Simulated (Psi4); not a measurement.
# HF/cc-pVDZ run of C2H8OSi (SMILES CC[SiH2]O)

What is the vertical ionisation energy of C2H8OSi at HF/cc-pVDZ? 

The results are computed with Psi4 1.11.

### 1 Starting point

C2H8OSi has 12 atoms, charge 0, and is taken as a singlet. As SMILES, `CC[SiH2]O`. Geometry: relaxed at PBE0-D4/def2-TZVP. This is one conformer, not always the lowest.

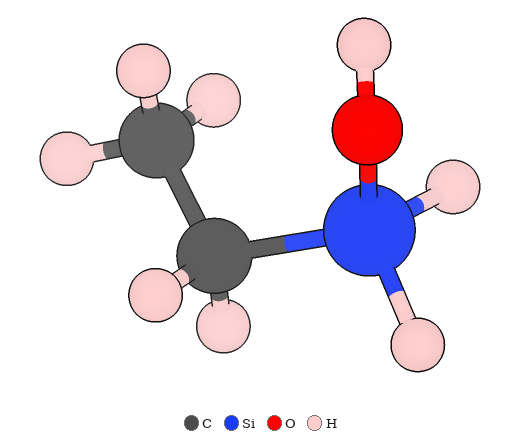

Viewed from a chosen angle; carbon dark grey, silicon blue, oxygen red, hydrogen pink.

### 2 Energy and forces at HF/cc-pVDZ

Contents of job.py:

```python
import psi4

psi4.set_memory('1600 MB')
psi4.set_num_threads(1)
psi4.set_output_file('c2h8osi.out', False)

mol = psi4.geometry("""
0 1
C     -2.76277959    -0.59545270    -0.24642029
C     -0.36490611    -1.12476499     1.26725034
Si     2.54753979     0.26116015    -0.16742973
O      2.37727546     3.36881476    -0.43388112
H     -2.61670376    -1.32526493    -2.17469682
H     -3.13524461     1.43297932    -0.37548858
H     -4.42460475    -1.46510466     0.61756250
H     -0.55198900    -0.39854324     3.19684969
H     -0.05877048    -3.16680304     1.44979788
H      2.94003590    -0.89478532    -2.71270185
H      4.78214093    -0.23602679     1.45338836
H      1.41370411     4.03947856    -1.81016865
units au
symmetry c1
""")

psi4.set_options({
    'basis': 'cc-pVDZ',
    'puream': True,
    'e_convergence': 1e-09,
    'd_convergence': 1e-08,
    'scf_type': 'pk',
})

result, w = psi4.gradient("scf", return_wfn=True)
print('gradient / Eh bohr^-1')
print(result.np.round(6))
print(f'energy = {w.energy():.10f} Eh')
```

Run with:

```sh
$ python job.py
```

c2h8osi.out:

```text
[...]
  Running in c1 symmetry.
[...]
  Nuclear repulsion =  176.424078339710434
[...]
  Multiplicity = 1
[...]
  Nalpha       = 21
  Nbeta        = 21
[...]
    Number of basis functions: 100
[...]
   @RHF iter   1:  -444.08413983871884   -6.80436e-01   5.28356e-03 ADIIS/DIIS
[...]
   @RHF iter  11:  -444.23640725145606   -1.02318e-11   7.14608e-09 DIIS
[...]
    Orbital Energies [Eh]
    ---------------------
    Doubly Occupied:
       1A    -68.794819     2A    -20.551335     3A    -11.231291
       4A    -11.214546     5A     -6.140833     6A     -4.248095
       7A     -4.246768     8A     -4.246300     9A     -1.334706
      10A     -1.026983    11A     -0.851857    12A     -0.737110
      13A     -0.638718    14A     -0.608946    15A     -0.576647
      16A     -0.546034    17A     -0.525045    18A     -0.507397
      19A     -0.495050    20A     -0.453402    21A     -0.414439
[...]
  @RHF Final Energy:  -444.23640725145606
   => Energetics <=
    Nuclear Repulsion Energy =            176.4240783397104337
    One-Electron Energy =                -962.5403228948118795
    Two-Electron Energy =                 341.8798373036454450
    Total Energy =                       -444.2364072514560576
[...]
 Multipole Moments:
 ------------------------------------------------------------------------------------
     Multipole            Electronic (a.u.)      Nuclear  (a.u.)        Total (a.u.)
 ------------------------------------------------------------------------------------
 L = 1.  Multiply by 2.5417464519 to convert [e a0] to [Debye]
 Dipole X            :          3.8935443           -4.4557490           -0.5622047
 Dipole Y            :          2.8123976           -3.0051931           -0.1927955
 Dipole Z            :         -0.1108890           -0.1933932           -0.3042823
 Magnitude           :                                                    0.6677065
[...]
  -Total Gradient:
     Atom            X                  Y                   Z
    ------   -----------------  -----------------  -----------------
       1        0.005030207256    -0.000097232000     0.001316972382
       2        0.001398339641     0.002840556302    -0.004415844727
       3       -0.009246578947     0.013173807634     0.000366974130
       4        0.009485611677    -0.020191564732     0.013390457071
       5        0.000177000665     0.000265649044     0.000051324681
       6       -0.000088713731    -0.000105389018    -0.000053600117
       7       -0.000138454756    -0.000023334323     0.000133288910
       8        0.000482462619     0.000063224861     0.000137748874
       9        0.000575360082    -0.000109419046     0.000069841255
      10       -0.000208050915    -0.000332616561    -0.000047853320
      11        0.000292043215     0.000494104061     0.000134814459
      12       -0.007759226807     0.004022213777    -0.011084123598
[...]
```

On the terminal:

```text
gradient / Eh bohr^-1
[[ 5.0300e-03 -9.7000e-05  1.3170e-03]
 [ 1.3980e-03  2.8410e-03 -4.4160e-03]
 [-9.2470e-03  1.3174e-02  3.6700e-04]
 [ 9.4860e-03 -2.0192e-02  1.3390e-02]
 [ 1.7700e-04  2.6600e-04  5.1000e-05]
 [-8.9000e-05 -1.0500e-04 -5.4000e-05]
 [-1.3800e-04 -2.3000e-05  1.3300e-04]
 [ 4.8200e-04  6.3000e-05  1.3800e-04]
 [ 5.7500e-04 -1.0900e-04  7.0000e-05]
 [-2.0800e-04 -3.3300e-04 -4.8000e-05]
 [ 2.9200e-04  4.9400e-04  1.3500e-04]
 [-7.7590e-03  4.0220e-03 -1.1084e-02]]
energy = -444.2364072515 Eh
```

Run time: 16 s. Hardware: 1 thread of Intel Xeon 6975P-C (Granite Rapids), shared host; peak memory 0.46 GiB.

### 3 The doublet cation at the same level

Contents of c2h8osi.xyz:

```xyz
12
C2H8OSi
C     -1.462000    -0.315100    -0.130400
C     -0.193100    -0.595200     0.670600
Si     1.348100     0.138200    -0.088600
O      1.258000     1.782700    -0.229600
H     -1.384700    -0.701300    -1.150800
H     -1.659100     0.758300    -0.198700
H     -2.341400    -0.775300     0.326800
H     -0.292100    -0.210900     1.691700
H     -0.031100    -1.675800     0.767200
H      1.555800    -0.473500    -1.435500
H      2.530600    -0.124900     0.769100
H      0.748100     2.137600    -0.957900
```

Contents of run.py:

```python
import numpy as np
from ase.calculators.psi4 import Psi4
from ase.io import read

atoms = read('c2h8osi.xyz')
calc = Psi4(atoms=atoms, method='hf', basis='cc-pVDZ', memory='1600MB', num_threads=1, charge=1, multiplicity=2, label='calc', reference='uhf')
calc.psi4.set_options({'puream': True, 'e_convergence': 1e-09, 'd_convergence': 1e-08, 'scf_type': 'pk', 'maxiter': 100})
atoms.calc = calc

forces = atoms.get_forces()
print(f'energy: {atoms.get_potential_energy():.6f} eV')
print('forces / eV A^-1')
print(np.round(forces, 5))
```

Run with:

```sh
$ python run.py
```

calc.dat:

```text
[...]
  Running in c1 symmetry.
[...]
  Nuclear repulsion =  176.424078165349016
[...]
  Multiplicity = 2
[...]
  Nalpha       = 21
  Nbeta        = 20
[...]
    Number of basis functions: 100
[...]
   @UHF iter   1:  -443.72713685905813   -3.23433e-01   4.60119e-03 DIIS/ADIIS
[...]
   @UHF iter  20:  -443.87296479953250   -1.03455e-11   7.56592e-09 DIIS
[...]
   @S^2 Observed:                7.656376788E-01
[...]
  @UHF Final Energy:  -443.87296479953250
   => Energetics <=
    Nuclear Repulsion Energy =            176.4240781653490160
    One-Electron Energy =                -952.3297011401778036
    Two-Electron Energy =                 332.0326581752963193
    Total Energy =                       -443.8729647995324967
  UHF NO Occupations:
  HONO-2 :   19  A 1.9986331
  HONO-1 :   20  A 1.9960389
[...]
 Multipole Moments:
 ------------------------------------------------------------------------------------
     Multipole            Electronic (a.u.)      Nuclear  (a.u.)        Total (a.u.)
 ------------------------------------------------------------------------------------
 L = 1.  Multiply by 2.5417464519 to convert [e a0] to [Debye]
 Dipole X            :          3.5203976           -4.4557490           -0.9353515
 Dipole Y            :          1.9613784           -3.0051931           -1.0438147
 Dipole Z            :          0.2166531           -0.1933932            0.0232599
 Magnitude           :                                                    1.4017748
[...]
  -Total Gradient:
     Atom            X                  Y                   Z
    ------   -----------------  -----------------  -----------------
       1       -0.020031174106    -0.022624141111     0.028884622070
       2        0.118807519213     0.052746483206    -0.053520181088
       3       -0.099590471680    -0.048474065833     0.046439016660
       4        0.019099042700     0.017817411239     0.000744876320
       5        0.002152126094     0.001886674317    -0.002626165355
       6        0.001698119046     0.002518662058    -0.002412625565
       7       -0.005042680264     0.006719733567    -0.011138908516
       8       -0.018792581312    -0.014081352588     0.002906471555
       9       -0.021330020838    -0.002146728797     0.011015638354
      10        0.015599796344     0.004145077319    -0.006018066184
      11        0.013505768400     0.004510563109    -0.009096699556
      12       -0.006075443595    -0.003018316487    -0.005177978696
[...]
```

On the terminal:

```text
energy: -12078.398591 eV
forces / eV A^-1
[[ 1.03004  1.16338 -1.48531]
 [-6.10933 -2.71233  2.75212]
 [ 5.12115  2.49264 -2.38799]
 [-0.98211 -0.91621 -0.0383 ]
 [-0.11067 -0.09702  0.13504]
 [-0.08732 -0.12951  0.12406]
 [ 0.25931 -0.34554  0.57279]
 [ 0.96635  0.72409 -0.14946]
 [ 1.09683  0.11039 -0.56645]
 [-0.80217 -0.21315  0.30946]
 [-0.69449 -0.23194  0.46777]
 [ 0.31241  0.15521  0.26626]]
```

It took 17 s on 1 thread of Intel Xeon 6975P-C (Granite Rapids), shared host; peak memory 0.5 GiB.

### 4 What came out

At HF/cc-pVDZ:

```
                                          quantity          value
                     singlet C2H8OSi: total energy  -444.23641 Eh
                    singlet C2H8OSi: dipole moment         1.70 D
                      singlet C2H8OSi: HOMO energy      -11.28 eV
                      singlet C2H8OSi: LUMO energy        4.23 eV
                    singlet C2H8OSi: HOMO–LUMO gap       15.51 eV
         singlet C2H8OSi: largest force on an atom     1.338 eV/Å
                      doublet cation: total energy  -443.87296 Eh
doublet cation: HOMO energy (highest over α and β)      -17.94 eV
 doublet cation: LUMO energy (lowest over α and β)       -8.47 eV
                              doublet cation: ⟨S²⟩          0.766
          doublet cation: largest force on an atom     7.229 eV/Å
vertical ionisation energy (to the doublet cation)       9.890 eV
```

**Reading.** The vertical ionisation energy comes to 9.89 eV (954 kJ/mol). The largest force (singlet C2H8OSi) is 1.34 eV/Å: the shape isn't a stationary point for this species at this level. −ε(HOMO) before ionisation, 11.28 eV, is 1.39 eV above this ionisation energy.
